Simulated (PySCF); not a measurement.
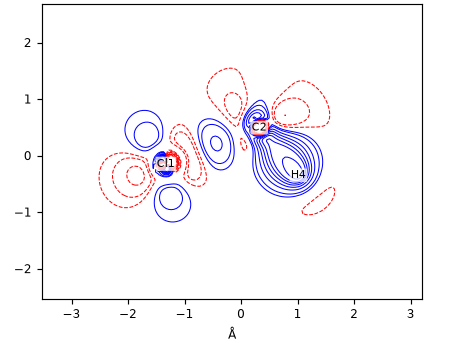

Figure. CH₂Cl₂, SMILES `ClCCl`. Deformation density (molecule less spherical, spin-averaged free atoms) in the plane of Cl1, C2 and H4; contours at ±0.05 to ±0.8 e/Å³; solid blue lines: gain, dashed red lines: loss.

Computed with PySCF, PBE0/def2-TZVP, geometry: GFN2-xTB. No frequency check shows the geometry to be a minimum. GFN2-xTB bond lengths at metals and heavier atoms can be off by up to 0.1 Å and shapes distorted, which carries into these values.

The calculation's input:

```python
import numpy as np
from pyscf import gto, scf, dft
from pyscf.scf import atom_ks, atom_hf
from scipy.linalg import block_diag

def solve(mol, dm0=None, hcore=None):
    mf = (dft.UKS if mol.spin else dft.RKS)(mol, xc='pbe0')
    mf.grids.level = 3
    mf = mf.density_fit(auxbasis='def2-universal-jkfit')
    mf.conv_tol, mf.max_cycle = 1e-8, 80
    if hcore is not None:
        mf.get_hcore = lambda *args: hcore
    mf.kernel(dm0)
    if not mf.converged:
        mf = mf.newton().run(mf.mo_coeff, mf.mo_occ, max_cycle=30)
    assert mf.converged, 'SCF not converged'
    return mf

mol = gto.M(atom='''
Cl     1.46189    -0.21955     0.00000
C     -0.00002     0.78103     0.00001
Cl    -1.46188    -0.21955     0.00000
H      0.00004     1.38926     0.90301
H     -0.00004     1.38925    -0.90304
''', basis='def2-tzvp', charge=0, spin=0, verbose=4)
mf = solve(mol)
mf.analyze()
# spherically averaged free atoms, for the promolecule
atm = atom_ks.get_atm_nrks(mol, xc='pbe0')
pro = block_diag(*[(atm[a[0]][2] * atm[a[0]][3]) @ atm[a[0]][2].T for a in mol._atom])
np.savez('result.npz', e=mf.e_tot, c=mf.mo_coeff, occ=mf.mo_occ, eps=mf.mo_energy, pro=pro, dip=mf.dip_moment(verbose=0), s2=mf.spin_square()[0])
```

Command:

```sh
OMP_NUM_THREADS=1 python input.py
```

The run took 8.8 s on 1 thread of Intel(R) Xeon(R) Platinum 8259CL CPU @ 2.50GHz (Skylake/Cascade Lake) (shared host), peak memory 0.46 GiB.

Partitions, critical points and surface values were worked out afterwards from this run's density.

**How much density has each bond in this plane gained at its critical point, relative to the free atoms?**

C2–H4: +0.82 e/Å³ at the bond critical point (bond length 1.09 Å, Mayer order 1.0). Cl1–C2: +0.22 e/Å³ at the bond critical point (bond length 1.77 Å, Mayer order 1.1). In all, 1.1 electrons gather in the regions of gain relative to the promolecule.
